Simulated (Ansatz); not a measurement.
Run report: ZrNH₅O₂F₂, geometry relaxation (part 2 of 2)

Continued. System: ZrNH₅O₂F₂. Method: RKS PBE-D4/def2-SVP (Ansatz 0.2.0). The input holds or restrains some coordinates. It belongs to a series of runs on one base structure; here: pulled along the bonds that form and break, towards end B.

Geometry of the input (Å):
```
Zr 0.0000  0.0000  0.0000
N  0.0000  0.0000  2.5600
H  -0.8770  -0.2713  3.0900
H  0.8770  0.2713  3.0900
F  1.8671  0.0000  -0.6593
O  -0.9750  1.6891  -0.6893
H  -1.9328  1.4584  -0.9117
F  -0.9326  -1.6157  -0.6593
O  1.2370  -1.8784  0.7473
H  0.6706  -2.7104  0.6628
H  0.7761  -1.1786  1.9994
```

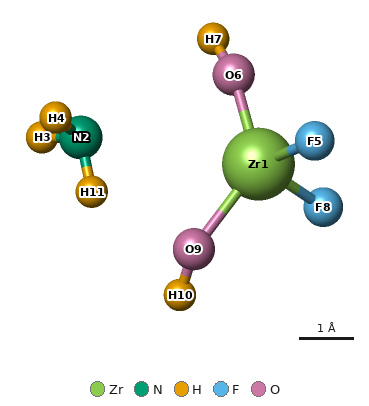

The geometry at step 11 of the log (ball-and-stick view, seen at a tilt; atoms are numbered from 1 in the order of the input).

**Trajectory as extended XYZ, continued**
```
11
Properties=species:S:1:pos:R:3:forces:R:3 step=3 energy=-12366.36652
Zr    0.1027   -0.1357   -0.2925    0.3060  -0.5178   2.4984
N     0.0812   -0.1462    2.7649    1.1554  -1.7772  -3.7877
H    -0.8648   -0.2756    3.1262    0.5675   0.0619   0.6391
H     0.8880    0.3041    3.1500   -0.1468   1.2016   1.3673
F     1.8937    0.0446   -0.6979    1.6350   1.5005  -1.2625
O    -0.9706    1.6292   -0.6835    0.2242  -1.8192   0.1704
H    -1.9189    1.4714   -0.9083    0.3933   0.3695   0.1460
F    -0.9735   -1.6178   -0.6901   -1.6734  -0.4550  -1.0493
O     1.1927   -1.8505    0.5230   -1.2832   0.2261   0.7521
H     0.6775   -2.6922    0.6624    0.3514   0.8549  -0.1133
H     0.6023   -0.9670    2.2756   -1.5294   0.3548   0.6396
11
Properties=species:S:1:pos:R:3:forces:R:3 step=4 energy=-12367.06997
Zr    0.1633   -0.2330   -0.4350    0.3828  -0.2156   1.7671
N     0.1028   -0.1949    2.8805    2.1147   0.5342  -1.7859
H    -0.8513   -0.2611    3.1932   -0.1412   0.1708   0.7060
H     0.8832    0.4041    3.2424   -1.5855  -0.2910   0.1904
F     1.9720    0.1665   -0.8275    0.4467   0.7791  -0.8593
O    -0.9285    1.4978   -0.6840   -0.1974  -1.3295  -0.0003
H    -1.8966    1.4819   -0.8907    0.6668   0.2198   0.2739
F    -1.0994   -1.6223   -0.8182   -0.6453   0.0034  -0.7737
O     1.1487   -1.8109    0.4710   -0.8380   0.1038   0.4464
H     0.6679   -2.6524    0.6485    0.1703   0.4379  -0.0727
H     0.5482   -1.0113    2.4498   -0.3738  -0.4130   0.1080
11
Properties=species:S:1:pos:R:3:forces:R:3 step=5 energy=-12367.52904
Zr    0.1832   -0.2440   -0.4972    0.4048  -0.5037   1.8261
N     0.0799   -0.2070    2.8318    1.2113  -0.1958  -1.9158
H    -0.8055   -0.3343    3.3062    0.0739   0.2529   0.6801
H     0.8323    0.4175    3.1639   -0.9299  -0.0195   0.4776
F     1.9685    0.1795   -0.9818    0.3158   0.5417  -0.8087
O    -0.9001    1.4642   -0.6820   -0.3929  -0.9775   0.0391
H    -1.8790    1.4945   -0.8267    0.7304   0.1635   0.2347
F    -1.0942   -1.5807   -1.0087   -0.3361   0.0262  -0.6807
O     1.1279   -1.7641    0.5318   -0.9822  -0.0054   0.2887
H     0.6446   -2.5742    0.8309    0.3046   0.5636  -0.2672
H     0.5528   -1.0870    2.5616   -0.3997   0.1541   0.1260
11
Properties=species:S:1:pos:R:3:forces:R:3 step=6 energy=-12367.94782
Zr    0.2197   -0.2905   -0.5308    0.5327  -0.6081   1.1578
N     0.0647   -0.1557    2.8383   -0.1185  -1.6032  -1.4993
H    -0.7754   -0.3321    3.4163    0.6459   0.3598   0.0970
H     0.7844    0.4317    3.2413   -0.0068   0.4054   0.6639
F     1.9581    0.2312   -1.1692   -0.3122   0.1069  -0.4177
O    -0.8683    1.3774   -0.6459   -0.8016  -0.5238   0.0114
H    -1.8477    1.4893   -0.7709    0.9645   0.0419   0.2700
F    -1.0953   -1.5493   -1.2016    0.2748   0.3015  -0.3399
O     1.1020   -1.7629    0.5888   -1.0187  -0.1203   0.0310
H     0.6330   -2.5965    0.8476    0.3841   0.6392  -0.2019
H     0.5350   -1.0783    2.6160   -0.5443   1.0007   0.2277
11
Properties=species:S:1:pos:R:3:forces:R:3 step=7 energy=-12368.24934
Zr    0.2580   -0.3249   -0.5454    0.5108  -0.7349   0.5714
N     0.0421   -0.1322    2.8321    0.4573  -0.5069  -0.7403
H    -0.7371   -0.3299    3.4676    0.0044   0.1872   0.1989
H     0.7403    0.4615    3.3064   -0.2880  -0.1010   0.0918
F     1.9181    0.2613   -1.3505   -0.4946  -0.1438  -0.0611
O    -0.8476    1.3009   -0.5960   -0.8717  -0.1766   0.0792
H    -1.8163    1.4878   -0.6819    0.8939  -0.0393   0.2269
F    -1.0350   -1.5145   -1.3838    0.5190   0.3711  -0.0463
O     1.0626   -1.7815    0.6441   -0.8373   0.1452  -0.2551
H     0.6074   -2.6198    0.8878    0.2879   0.4254  -0.1126
H     0.5179   -1.0445    2.6495   -0.1818   0.5736   0.0472
11
Properties=species:S:1:pos:R:3:forces:R:3 step=8 energy=-12368.42044
Zr    0.2824   -0.3524   -0.5660    0.2945  -0.7827   0.5653
N     0.0339   -0.0968    2.8163    0.2517  -0.4526  -0.2108
H    -0.7380   -0.2927    3.4716    0.0307   0.0746  -0.0761
H     0.6978    0.4900    3.3433   -0.0619   0.0055  -0.0318
F     1.8756    0.2429   -1.4731   -0.2483  -0.0957   0.0098
O    -0.8483    1.2411   -0.5094   -0.6052  -0.1059   0.0588
H    -1.7967    1.4953   -0.5549    0.6291  -0.0547   0.1762
F    -0.9303   -1.4989   -1.5475    0.3879   0.2641   0.0262
O     1.0142   -1.8037    0.6721   -0.5916   0.4721  -0.4768
H     0.5924   -2.6537    0.9043    0.1300   0.1659  -0.0381
H     0.5274   -1.0066    2.6732   -0.2169   0.5094  -0.0027
11
Properties=species:S:1:pos:R:3:forces:R:3 step=9 energy=-12368.53320
Zr    0.2748   -0.3990   -0.5899    0.3592  -0.6669   0.7526
N     0.0416   -0.0458    2.7855    0.2532  -0.4549  -0.1618
H    -0.7541   -0.2308    3.4150    0.0381   0.0417  -0.0692
H     0.6928    0.5320    3.3372   -0.0406   0.0058  -0.0412
F     1.8555    0.2413   -1.4781   -0.1109  -0.0519   0.0084
O    -0.8662    1.1665   -0.4183   -0.4615  -0.0891   0.0056
H    -1.7800    1.5109   -0.3697    0.4602  -0.0750   0.1098
F    -0.8274   -1.5010   -1.7190    0.1783   0.1205  -0.0048
O     0.9603   -1.8435    0.6760   -0.5138   0.6085  -0.5678
H     0.5870   -2.7040    0.9358    0.0647   0.0555  -0.0396
H     0.5261   -0.9622    2.6553   -0.2270   0.5057   0.0079
11
Properties=species:S:1:pos:R:3:forces:R:3 step=10 energy=-12368.61785
Zr    0.2764   -0.4255   -0.5989    0.1482  -0.8678   0.7980
N     0.0726    0.0103    2.7689    0.2881  -0.4225  -0.2282
H    -0.7361   -0.1655    3.3823    0.0259   0.0234  -0.0448
H     0.7235    0.5788    3.3284   -0.0208   0.0093  -0.0005
F     1.8669    0.2771   -1.4150    0.0063  -0.0061   0.0233
O    -0.9302    1.0660   -0.3760   -0.3093  -0.0104  -0.0169
H    -1.7885    1.5001   -0.2313    0.2902  -0.0768   0.0675
F    -0.6993   -1.4906   -1.8722    0.1712   0.1298   0.0530
O     0.8569   -1.8979    0.6816   -0.3838   0.7755  -0.6278
H     0.5251   -2.7764    0.9272    0.0165  -0.0120  -0.0439
H     0.5432   -0.9119    2.6349   -0.2326   0.4577   0.0205
11
Properties=species:S:1:pos:R:3:forces:R:3 step=11 energy=-12368.68011
Zr    0.2413   -0.4647   -0.6012    0.3703  -0.9160   0.4909
N     0.1353    0.0826    2.7602    0.2107  -0.4695  -0.2048
H    -0.7245   -0.0817    3.3083    0.1420   0.0497  -0.0826
H     0.7701    0.6039    3.3829   -0.0614  -0.0374  -0.0444
F     1.8663    0.2984   -1.3064   -0.1639  -0.0744   0.1338
O    -1.0079    0.9757   -0.3589   -0.6029   0.2157   0.0960
H    -1.8026    1.4948   -0.1249    0.5002  -0.2656  -0.0483
F    -0.5837   -1.4785   -2.0287    0.2201   0.2191   0.3023
O     0.7566   -1.9445    0.6955   -0.4663   0.6377  -0.5994
H     0.4922   -2.8631    0.8832    0.0689   0.1702  -0.0874
H     0.5673   -0.8584    2.6200   -0.2177   0.4704   0.0438
11
Properties=species:S:1:pos:R:3:forces:R:3 step=12 energy=-12368.74284
Zr    0.2313   -0.4946   -0.6161    0.1728  -0.8395   0.6674
N     0.2109    0.1542    2.7280    0.0790  -0.5698  -0.1798
H    -0.6988    0.0332    3.2116    0.3325   0.0699  -0.1336
H     0.8298    0.6414    3.3934   -0.0939  -0.0503  -0.0557
F     1.8864    0.3510   -1.1529   -0.2460  -0.1504   0.1429
O    -1.0985    0.8677   -0.3301   -0.4355   0.1420   0.0925
H    -1.8193    1.4297    0.0182    0.4873  -0.3388  -0.1480
F    -0.4351   -1.4689   -2.1553    0.2239   0.2689   0.3987
O     0.5927   -1.9862    0.7243   -0.3845   0.3598  -0.7192
H     0.4161   -2.9502    0.7953    0.1082   0.5792  -0.1143
H     0.5949   -0.8128    2.6136   -0.2438   0.5288   0.0489
11
Properties=species:S:1:pos:R:3:forces:R:3 step=13 energy=-12368.79241
Zr    0.1946   -0.5183   -0.6021    0.5731  -0.7689   0.5637
N     0.2920    0.2307    2.7133    0.1389  -0.8146  -0.3325
H    -0.6415    0.2047    3.1550    0.1889   0.0512  -0.0216
H     0.9394    0.6132    3.4215   -0.1277  -0.0865  -0.1566
F     1.8855    0.3508   -0.9727   -0.3426  -0.1429   0.1253
O    -1.1935    0.7787   -0.3207   -0.3703   0.0927   0.0800
H    -1.8825    1.3318    0.0869    0.2855  -0.1711  -0.1075
F    -0.2727   -1.4264   -2.2502    0.0952   0.2157   0.4490
O     0.4771   -2.0214    0.7410   -0.3699   0.2062  -0.7677
H     0.3617   -2.9989    0.6848    0.0914   0.6823   0.0150
H     0.5502   -0.7805    2.5732   -0.1626   0.7359   0.1530
11
Properties=species:S:1:pos:R:3:forces:R:3 step=14 energy=-12368.85865
Zr    0.1921   -0.5012   -0.5973    0.0571  -0.7544   1.1231
N     0.3275    0.2031    2.7244   -0.0464  -0.5094  -0.5607
H    -0.5426    0.2647    3.2691    0.0384   0.0154   0.0002
H     1.0699    0.6008    3.3107    0.0568  -0.0529   0.0157
F     1.8612    0.4268   -0.8311    0.0239   0.0264   0.0570
O    -1.3108    0.6876   -0.4202    0.0654  -0.0739  -0.0447
H    -1.9147    1.2948    0.0220   -0.0986   0.1020   0.0814
F    -0.1241   -1.4006   -2.2577    0.0246  -0.0436  -0.0626
O     0.3350   -2.0147    0.7507   -0.0756   0.8192  -0.6937
H     0.3006   -2.9809    0.6596   -0.0049  -0.0108  -0.0280
H     0.5162   -0.8159    2.5997   -0.0406   0.4820   0.1121
11
Properties=species:S:1:pos:R:3:forces:R:3 step=15 energy=-12368.86293
Zr    0.1872   -0.5020   -0.5971    0.0584  -0.7464   1.1675
N     0.3332    0.2049    2.7228   -0.0225  -0.5307  -0.5873
H    -0.5246    0.2723    3.2843    0.0031   0.0169   0.0203
H     1.0894    0.5987    3.2928    0.0711  -0.0320   0.0297
F     1.8547    0.4346   -0.7980    0.0397   0.0356   0.0462
O    -1.3228    0.6793   -0.4287    0.0475  -0.0620  -0.0422
H    -1.9295    1.2856    0.0118   -0.0855   0.0877   0.0705
F    -0.0971   -1.3971   -2.2649    0.0140  -0.0514  -0.0819
O     0.3206   -2.0155    0.7521   -0.0732   0.8144  -0.7017
H     0.2829   -2.9812    0.6563   -0.0042  -0.0129  -0.0261
H     0.5164   -0.8152    2.5984   -0.0484   0.4807   0.1050
11
Properties=species:S:1:pos:R:3:forces:R:3 step=16 energy=-12368.86157
Zr    0.1765   -0.5085   -0.5900    0.0796  -0.6213   1.0753
N     0.3556    0.2334    2.7176    0.1012  -0.4773  -0.1028
H    -0.4183    0.3738    3.3978    0.4002  -0.0817  -0.3018
H     1.2281    0.5587    3.1833   -0.4722  -0.2106  -0.2217
F     1.8273    0.4953   -0.6156   -0.1700  -0.1125   0.0093
O    -1.3903    0.6134   -0.4677    0.1198  -0.0998  -0.0308
H    -2.0080    1.2142   -0.0288   -0.0001   0.0023   0.0129
F     0.0510   -1.3737   -2.3037    0.0207   0.0658   0.1372
O     0.2468   -2.0389    0.7511   -0.0364   0.8189  -0.7808
H     0.1950   -3.0007    0.6107    0.0020   0.0658   0.0084
H     0.4468   -0.8026    2.5753   -0.0448   0.6504   0.1948
11
Properties=species:S:1:pos:R:3:forces:R:3 step=17 energy=-12368.86515
Zr    0.1637   -0.4941   -0.6078    0.2336  -0.7363   1.2809
N     0.3805    0.1903    2.7099   -0.1548  -0.7165  -0.3213
H    -0.3987    0.4208    3.3477    0.1786  -0.0387  -0.0963
H     1.2425    0.4960    3.1806   -0.0331  -0.0008  -0.0088
F     1.8098    0.5087   -0.6181   -0.0866  -0.0334  -0.0362
O    -1.4013    0.6217   -0.4877   -0.0672   0.0483   0.0095
H    -2.0360    1.2105   -0.0541    0.0413  -0.0392  -0.0292
F     0.0596   -1.3797   -2.3107   -0.0008   0.0373   0.0653
O     0.2509   -1.9924    0.7654   -0.0814   0.6026  -0.8359
H     0.2188   -2.9588    0.6434   -0.0027   0.1138  -0.0184
H     0.4206   -0.8586    2.6613   -0.0268   0.7629  -0.0096
11
Properties=species:S:1:pos:R:3:forces:R:3 step=18 energy=-12368.87829
Zr    0.1719   -0.4956   -0.5897    0.0614  -0.7107   1.1918
N     0.3696    0.2142    2.7237   -0.0117  -0.5535  -0.5117
H    -0.3712    0.4087    3.4091    0.0124  -0.0051  -0.0075
H     1.2544    0.5031    3.1595   -0.0058  -0.0078  -0.0045
F     1.8111    0.5134   -0.6047   -0.0094  -0.0028   0.0047
O    -1.4027    0.6107   -0.4950    0.0099  -0.0055  -0.0002
H    -2.0442    1.1961   -0.0698   -0.0054   0.0030   0.0018
F     0.0813   -1.3697   -2.2951    0.0038  -0.0011   0.0037
O     0.2357   -2.0159    0.7596   -0.0347   0.7767  -0.7569
H     0.1923   -2.9770    0.6187   -0.0024   0.0127  -0.0048
H     0.4122   -0.8236    2.6135   -0.0181   0.4941   0.0835
```

**Results in brief**

- outcome: converged under the restraints of the input
- total energy: −12368.8784 eV
- mean-field energy: −12368.6860 eV
- largest force (length of the vector) at the end, held atoms and coordinates included: 1.389 eV/Å
- hardware: 4 threads of Arm Neoverse V1, 24 GiB of memory available, shared host
- wall time: 32 s (CPU time 1.9 min)
- peak memory: 0.18 GiB
